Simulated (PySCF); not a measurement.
**C5H12FNSi2 (SMILES F[C@H]1C[SiH2]N(C2CC2)[SiH2]1): density, localisation and related maps**

Input

```
{"job": {"xc": "PBE0", "basis": "pcSseg-1", "kind": "nmr", "pop": true}, "charge": 0, "multiplicity": 1}
F      3.430701     0.783511     0.760226
C      2.381893     0.608428    -0.142555
C      2.336001    -0.836159    -0.619256
Si     0.584228    -1.190299    -1.252666
N     -0.264319     0.011763    -0.313795
C     -1.686905    -0.027739    -0.258375
C     -2.389523    -0.541549     0.965697
C     -2.474221     0.910983     0.596395
Si     0.702687     1.083100     0.646618
H      2.625321     1.275168    -0.976812
H      3.110451    -1.036789    -1.358750
H      2.549388    -1.476852     0.237642
H      0.119776    -2.542927    -0.929456
H      0.397861    -0.915734    -2.683720
H     -2.122686    -0.300553    -1.213797
H     -3.263726    -1.162157     0.843939
H     -1.773895    -0.802960     1.811670
H     -3.408152     1.290396     0.209819
H     -1.936226     1.615037     1.209344
H      0.376911     2.487836     0.384772
H      0.695512     0.784440     2.082587
```

Run with:

```sh
OMP_NUM_THREADS=1 python ens_run.py task.json out
```

Geometry: GFN2-xTB.

Theory: PySCF 2.14.0, PBE0/pcSseg-1, SCF density, gas phase, non-relativistic.

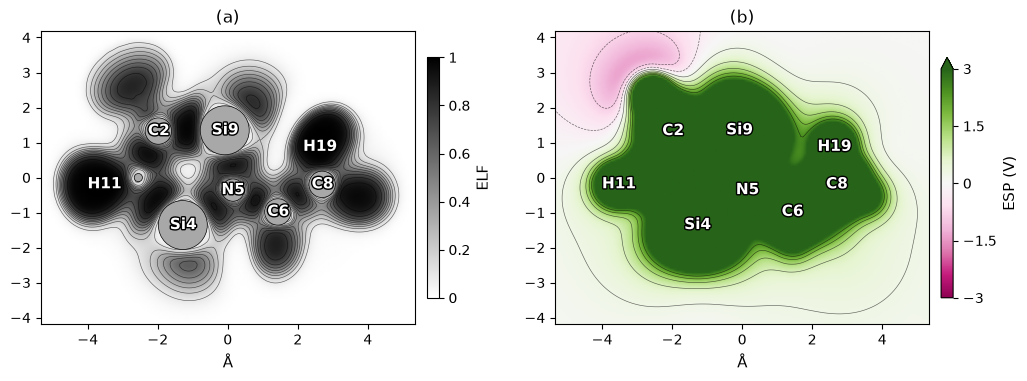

Figure 1. (a) electron localisation function; (b) electrostatic potential on the plane of atoms Si4, N5 and C6. Grey discs cover the atomic cores in the ELF map.

Question: Read the bonding off the picture.

Answer:
- Atoms in the plane: C, Si, N and H.
- C–N (1.42 Å): the ELF peaks at about 0.90 between the atoms: a covalent bond.
- C–C (1.49 Å): the ELF peaks at about 0.90 between the atoms (a shared electron pair).
- Si–N (1.73 Å): the ELF peaks at about 0.90 between the atoms (a polar covalent bond).
- C–Si (1.92 Å): the ELF peaks at about 1 between the atoms (localised, covalent bonding).
- C–H (1.08 Å): the ELF climbs to about 1 towards the hydrogen, as it does in any bond to H: an ordinary covalent bond to hydrogen.
- The ELF also peaks beside F1, away from the bonds: lone-pair regions.
- Outside the dense part of the molecule the potential is most negative (−1.4 V) near F1, which lies off the plane.

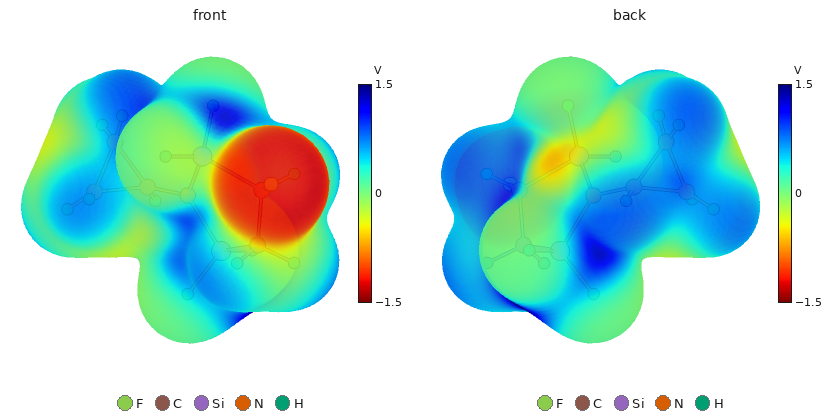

Figure 2. The electrostatic potential painted on the density surface at 0.002 e/bohr³, seen from the front and from behind; the colour scale runs from red (negative) to blue (positive).

Question: Where is the surface potential most negative and most positive?

Answer: The most negative region (about −1.2 V) lies over F1, the most positive (about +1.4 V) over Si4.
